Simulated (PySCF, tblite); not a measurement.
**C2H3BF4S: geometry, infrared bands and NMR shifts**

What infrared bands and NMR shifts should C2H3BF4S (`BS[C@H](F)C(F)(F)F`) show?

The runs use tblite 0.8.0 and PySCF 2.14.0, with density-fitted response routines of our own; the level of theory stands in each step. All values are computed, except where a source is named. Atoms count from 0, in the outputs and in this text.

### 1 The molecule as given

11 atoms, charge 0, multiplicity 1; geometry from: force field or distance geometry start.

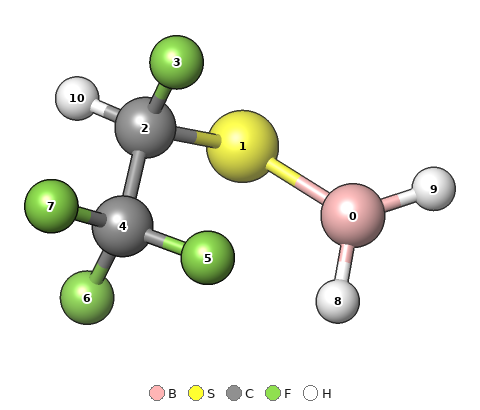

The starting geometry (boron pink, sulfur yellow, carbon grey, fluorine green, hydrogen white), atoms numbered; sticks join atoms by distance.

### 2 Geometry optimisation with GFN2-xTB

The job: settings as JSON, then the geometry in Å.

```
{"job": {"kind": "relax", "xc": "GFN2-xTB", "basis": "xTB"}, "charge": 0, "multiplicity": 1}
B      2.085000    -0.302100    -0.026800
S      0.928800     1.121200    -0.590200
C     -0.705000     0.938500     0.144700
F     -0.637900     1.130700     1.506100
C     -1.198500    -0.478100    -0.094900
F     -0.314100    -1.332400     0.503900
F     -1.349500    -0.775900    -1.440600
F     -2.416100    -0.567500     0.535300
H      1.824500    -1.377500    -0.487500
H      3.200300    -0.026300     0.237200
H     -1.411900     1.671900    -0.313200
```

The run is started by

```console
OMP_NUM_THREADS=1 python probes_run.py task.json out
```

This one command runs all jobs of the session in turn.

Standard output:

```text
step      E/eV     max force
  0    -794.41792    2.183
  1    -794.62637    1.265
  2    -794.82557    1.088
  3    -794.88189    0.739
  4    -794.96649    0.825
  5    -795.00004    0.729
  6    -795.03885    0.508
  7    -795.06068    0.461
  8    -795.08859    0.516
  9    -795.11854    0.636
 10    -795.15759    0.595
 11    -795.19191    0.499
 12    -795.21967    0.480
 13    -795.23767    0.356
 14    -795.25092    0.325
 15    -795.26337    0.297
 16    -795.27327    0.353
 17    -795.28330    0.409
 18    -795.29297    0.327
 19    -795.30208    0.256
 20    -795.31000    0.250
 21    -795.31735    0.229
 22    -795.32564    0.249
 23    -795.33506    0.251
 24    -795.34398    0.285
 25    -795.35009    0.268
 26    -795.35819    0.272
 27    -795.36480    0.227
 28    -795.36928    0.121
 29    -795.37127    0.183
 30    -795.37337    0.138
 31    -795.37634    0.159
 32    -795.37887    0.147
 33    -795.38267    0.220
 34    -795.38727    0.226
 35    -795.39323    0.266
 36    -795.39908    0.296
 37    -795.40410    0.257
 38    -795.40777    0.188
 39    -795.41144    0.178
 40    -795.41572    0.210
 41    -795.42121    0.238
 42    -795.42623    0.238
 43    -795.43110    0.238
 44    -795.43540    0.191
 45    -795.43910    0.169
 46    -795.44156    0.213
 47    -795.44413    0.159
 48    -795.44605    0.108
 49    -795.44822    0.109
 50    -795.44908    0.077
 51    -795.44986    0.072
 52    -795.45023    0.045
 53    -795.45065    0.054
 54    -795.45114    0.062
 55    -795.45178    0.073
 56    -795.45266    0.075
 57    -795.45378    0.085
 58    -795.45505    0.102
 59    -795.45637    0.101
 60    -795.45774    0.091
 61    -795.45909    0.122
 62    -795.46017    0.100
 63    -795.46093    0.084
 64    -795.46146    0.066
 65    -795.46193    0.063
 66    -795.46226    0.035
 67    -795.46239    0.033
 68    -795.46252    0.035
 69    -795.46273    0.050
 70    -795.46308    0.066
 71    -795.46361    0.068
 72    -795.46428    0.070
 73    -795.46501    0.065
 74    -795.46587    0.081
 75    -795.46712    0.107
 76    -795.46896    0.157
 77    -795.47170    0.151
 78    -795.47500    0.257
 79    -795.47194    0.317
 80    -795.48017    0.200
 81    -795.48201    0.123
 82    -795.48472    0.119
 83    -795.48420    0.463
 84    -795.48910    0.153
 85    -795.49053    0.107
 86    -795.49071    0.353
 87    -795.49374    0.074
 88    -795.49467    0.085
 89    -795.49623    0.150
 90    -795.49707    0.084
 91    -795.49827    0.089
 92    -795.49966    0.062
 93    -795.50073    0.084
 94    -795.50108    0.072
 95    -795.50156    0.038
 96    -795.50179    0.046
 97    -795.50191    0.034
 98    -795.50197    0.020
 99    -795.50201    0.012
100    -795.50202    0.010
101    -795.50203    0.005
```

Wall time 0.56 s (1 thread of Arm Neoverse V1, shared host).

Relaxation path: (not every step is listed)

```tsv
step	energy from step 0 (eV)	largest force (eV/Å)
0	0.0000	2.1825
1	-0.2084	1.2654
2	-0.4076	1.0880
3	-0.4640	0.7386
4	-0.5486	0.8246
5	-0.5821	0.7294
6	-0.6209	0.5081
7	-0.6428	0.4612
8	-0.6707	0.5159
16	-0.8554	0.3531
24	-0.9261	0.2855
32	-0.9610	0.1469
40	-0.9978	0.2104
48	-1.0281	0.1080
56	-1.0347	0.0745
64	-1.0435	0.0662
72	-1.0464	0.0702
80	-1.0623	0.2004
88	-1.0768	0.0853
96	-1.0839	0.0460
97	-1.0840	0.0342
98	-1.0841	0.0203
99	-1.0841	0.0119
100	-1.0841	0.0105
101	-1.0841	0.0051
```

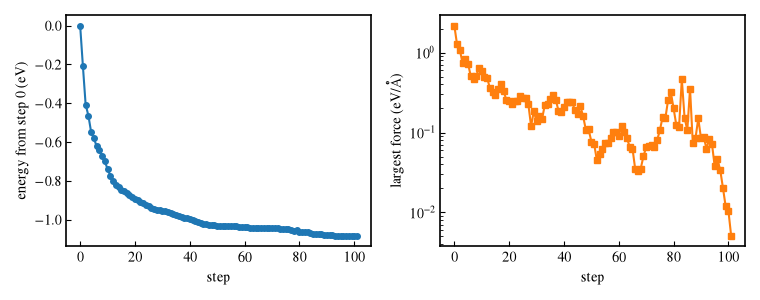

Energy and force, step by step.

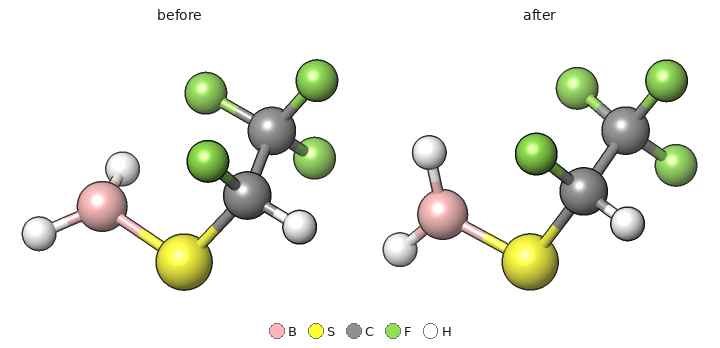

Before and after, at one scale.

Close pairs (by a distance rule), those that changed most:

```tsv
bond	before (Å)	after (Å)	change (Å)
B0–S1	1.918	1.752	-0.166
C4–F6	1.387	1.336	-0.050
S1–C2	1.801	1.844	+0.043
C4–F7	1.374	1.337	-0.037
B0–H8	1.199	1.163	-0.036
C4–F5	1.368	1.333	-0.035
C2–H10	1.117	1.096	-0.021
C2–F3	1.377	1.356	-0.020
```

The end geometry stands in the next job.

### 3 Harmonic vibrations with GFN2-xTB

The job: settings as JSON, then the geometry in Å.

```
{"job": {"kind": "ir", "xc": "GFN2-xTB", "basis": "xTB"}, "charge": 0, "multiplicity": 1}
B      2.138832    -0.087091     0.037206
S      0.996541     0.912148    -0.838268
C     -0.568045     0.776037     0.127769
F     -0.346629     0.801189     1.465435
C     -1.322198    -0.512395    -0.228435
F     -0.631948    -1.619538     0.042877
F     -1.619376    -0.536041    -1.531114
F     -2.478836    -0.595943     0.437157
H      1.829075    -0.626765     1.019372
H      3.206254    -0.142561    -0.422992
H     -1.198246     1.633629    -0.134971
```

Standard output:

```text
mode    cm-1     km/mol
  1      38.1      0.04
  2      85.1      2.35
  3     139.6      3.36
  4     200.7      4.52
  5     218.0      2.35
  6     275.0      0.64
  7     354.4      9.31
  8     395.8      8.61
  9     430.9      9.46
 10     469.6     14.84
 11     513.1     11.64
 12     624.7     45.53
 13     719.7      3.63
 14     783.1    106.19
 15     784.8      5.71
 16     826.9      3.33
 17     834.0     28.63
 18    1055.7    228.02
 19    1069.5     36.44
 20    1091.1    308.64
 21    1146.2     44.82
 22    1166.1    153.57
 23    1172.2     52.40
 24    1251.5     30.81
 25    2687.7     44.63
 26    2749.8     48.49
 27    2948.4      2.13
```

Wall time 0.29 s (1 thread of Arm Neoverse V1, shared host).

The strongest bands and the atoms that carry them (share of the mass-weighted mode):

```tsv
cm⁻¹	km/mol	atoms
625	45.5	F6 30 %, C2 19 %, F7 16 %, C4 15 %
783	106.2	H9 39 %, H8 36 %, B0 23 %
1056	228.0	C4 51 %, H10 21 %, F7 15 %
1091	308.6	C4 68 %, F6 19 %
1146	44.8	H8 43 %, H9 38 %, B0 15 %
1166	153.6	C4 65 %, C2 12 %
1172	52.4	H10 65 %, C4 19 %, C2 10 %
2750	48.5	H8 45 %, H9 43 %, B0 12 %
```

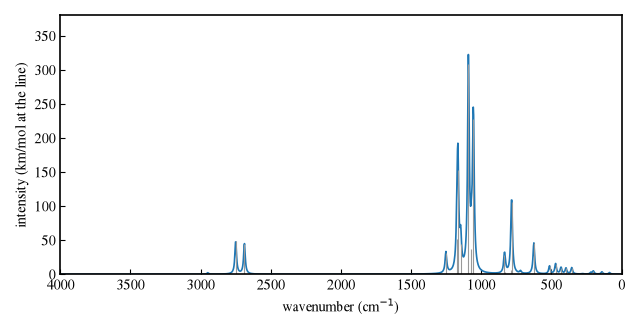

The infrared spectrum from these modes, unscaled. Lines are broadened to a width of 14 cm⁻¹ (Lorentzian).

### 4 Nuclear shieldings: PBE0/pcSseg-1

Same as in step 3 but for these lines:

```diff
@@ -1,2 +1,2 @@
-{"job": {"kind": "ir", "xc": "GFN2-xTB", "basis": "xTB"}, "charge": 0, "multiplicity": 1}
+{"job": {"kind": "nmr", "xc": "PBE0", "basis": "pcSseg-1"}, "charge": 0, "multiplicity": 1}
 B      2.138832    -0.087091     0.037206
```

Level: GIAO PBE0/pcSseg-1 NMR shielding, non-relativistic, gas phase.

Standard output:

```text
coarse grid: 11088 points
cycle   1  E = -899.4942911633  dE =  1.195e+00  |g| = 9.913e-01  |ddm| = 2.916e+00
cycle   2  E = -899.2559769089  dE =  2.383e-01  |g| = 1.601e+00  |ddm| = 1.353e+00
cycle   3  E = -899.6635647106  dE = -4.076e-01  |g| = 5.959e-02  |ddm| = 8.520e-01
cycle   4  E = -899.6638611011  dE = -2.964e-04  |g| = 4.710e-02  |ddm| = 6.727e-02
cycle   5  E = -899.6642490013  dE = -3.879e-04  |g| = 9.337e-03  |ddm| = 3.203e-02
cycle   6  E = -899.6642615903  dE = -1.259e-05  |g| = 2.174e-03  |ddm| = 6.912e-03
cycle   7  E = -899.6642624039  dE = -8.136e-07  |g| = 5.532e-04  |ddm| = 1.958e-03
final grid: 107904 points
cycle   8  E = -899.7379301182  dE = -5.178e-05  |g| = 8.175e-03  |ddm| = 2.633e-02
cycle   9  E = -899.7379188840  dE =  1.123e-05  |g| = 1.131e-02  |ddm| = 1.452e-02
cycle  10  E = -899.7379449659  dE = -2.608e-05  |g| = 6.579e-04  |ddm| = 8.444e-03
cycle  11  E = -899.7379450357  dE = -6.979e-08  |g| = 3.130e-04  |ddm| = 7.342e-04
cycle  12  E = -899.7379450577  dE = -2.207e-08  |g| = 7.380e-05  |ddm| = 3.383e-04
cycle  13  E = -899.7379450592  dE = -1.466e-09  |g| = 2.153e-05  |ddm| = 1.062e-04
cycle  14  E = -899.7379450593  dE = -7.003e-11  |g| = 5.570e-06  |ddm| = 1.447e-05
converged SCF energy = -899.7379450593

GIAO shielding tensors (ppm)
atom      isotropic    diamagn.    paramagn.     s11        s22        s33       span
  0 B       34.999     196.058    -161.059    -34.843      0.666    139.175    174.018
  1 S      307.841    1057.343    -749.502     98.063    333.402    492.058    393.994
  2 C       89.800     246.264    -156.464     56.268     86.931    126.200     69.933
  3 F      383.517     472.633     -89.116    325.131    395.342    430.079    104.948
  4 C       56.497     241.843    -185.345     51.038     55.059     63.395     12.357
  5 F      272.516     474.560    -202.044    198.960    278.800    339.786    140.826
  6 F      256.819     472.697    -215.878    183.113    253.865    333.478    150.365
  7 F      261.637     470.649    -209.012    176.172    262.160    346.578    170.406
  8 H       24.196      29.910      -5.714     16.972     25.784     29.832     12.860
  9 H       24.492      28.921      -4.428     19.404     26.744     27.329      7.924
 10 H       25.637      28.463      -2.826     23.458     24.921     28.533      5.075
```

Wall time 18 s (1 thread of Arm Neoverse V1, shared host); peak memory 0.72 GiB.

Shifts follow as δ = σ(reference) − σ, with reference shieldings (ppm) from runs at the same level and on the same kind of geometry: 1H TMS 31.72, 13C TMS 186.9, 19F CFCl3 170.9, 11B BF3·OEt2 100.1, 33S CS2 504. The references are single molecules in the gas phase, so shifts against H2O, NH3, PH3, H3PO4 or CFCl3 are not on the usual liquid scales and can be off by tens of ppm. Atoms listed in one row are averaged.

```tsv
atoms	environment	σ (ppm)	δ (ppm)	δ scaled to CDCl3
C4	CF3 carbon	56.5	130.4	125.4
C2	sp3 CH bonded to F and S	89.8	97.1	88.5
H8, H9	hydrogen on a boron bonded to S	24.34	7.37	–
H10	hydrogen on an sp3 CH bonded to F and S	25.64	6.08	5.84
B0	boron bonded to S, 2 H	35.0	65.1	–
S1	sulfur bonded to C, B	308	196	–
F5, F6, F7	fluorine of a CF3 group	263.7	-92.7	–
F3	fluorine on an sp3 carbon	383.5	-212.6	–
```

The scaled column applies a straight-line fit of computed shieldings to shifts measured in CDCl3, with any fitted terms for Cl, Br or S neighbours, and one for carbons that bear F (root-mean-square error 0.16 ppm for H, 1.9 ppm for C).

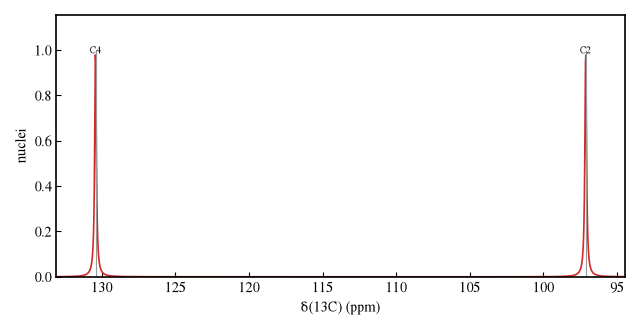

13C lines at the computed shifts, without couplings. Lines are broadened to a width of 0.13 ppm (Lorentzian).

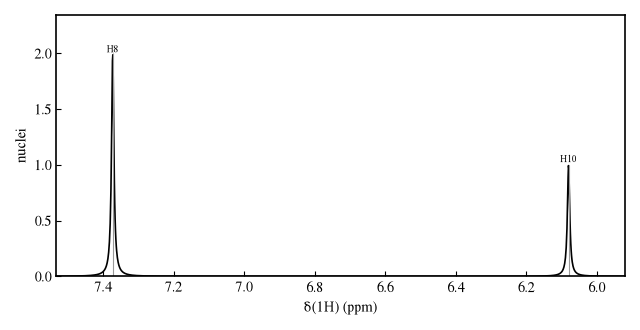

1H lines at the computed shifts, without couplings. Lines are broadened to a width of 0.01 ppm (Lorentzian).

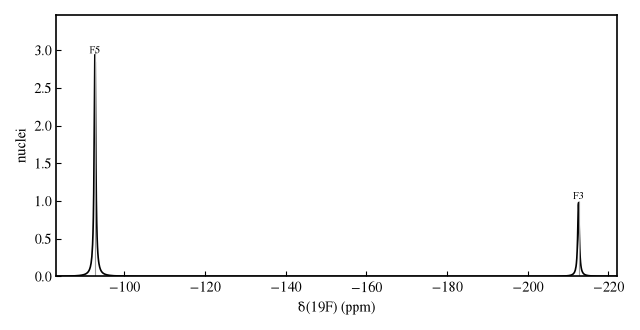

19F lines at the computed shifts, without couplings. Lines are broadened to a width of 0.48 ppm (Lorentzian).

The run also stored atomic charges by several schemes (e):

```tsv
atoms	Mulliken	IAO	Hirshfeld	ESP fit
B0	0.02	-0.18	0.07	0.20
S1	-0.07	0.16	0.01	-0.15
C2	0.02	0.05	0.04	-0.05
F3	-0.28	-0.28	-0.08	-0.13
C4	0.79	0.79	0.25	0.51
F5, F6, F7	-0.25	-0.27	-0.08	-0.16
```

ESP fit charges:

```tsv
atom	value (e)
B0	0.20
S1	-0.15
C2	-0.05
F3	-0.13
C4	0.51
F5	-0.14
F6	-0.18
F7	-0.17
H8	-0.06
H9	-0.03
H10	0.20
```

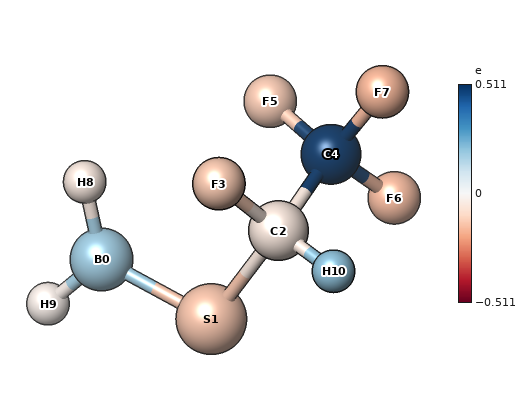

ESP fit charges, as colours on the atoms.

Mayer bond orders: B0–S1 1.25, S1–C2 1.00, C2–F3 0.92, C2–C4 0.92, C4–F5 1.02, C4–F6 1.01, C4–F7 1.01.

### 5 Results

| quantity | value |
| --- | --- |
| strongest single infrared mode (GFN2-xTB) | 1091 cm⁻¹, 309 km/mol |
| zero-point energy (GFN2-xTB) | 34.4 kcal/mol |
| 13C shifts against TMS (PBE0/pcSseg-1) | 130.4, 97.1 ppm |
| 1H shifts against TMS (PBE0/pcSseg-1, means over atoms taken as alike) | 7.37, 6.08 ppm |
| 11B shifts against BF3·OEt2 (PBE0/pcSseg-1) | 65.1 ppm |
| 33S shifts against CS2 (PBE0/pcSseg-1) | 196 ppm |
| 19F shifts against CFCl3 (PBE0/pcSseg-1, means over atoms taken as alike) | -92.7, -212.6 ppm |

**Reading.** Over 101 steps the energy fell by 1.084 eV; of the close pairs, B0–S1 changed most, 1.918 to 1.752 Å. All 27 modes are real, so the xTB geometry is a minimum. The strongest single mode, at 1091 cm⁻¹, moves mainly C4. Unscaled tight-binding wavenumbers are off by several per cent, some by more. Its intensities can rank the bands wrongly. At PBE0/pcSseg-1: Shielding is most anisotropic at S1 (span 394 ppm, paramagnetic term -750 ppm).
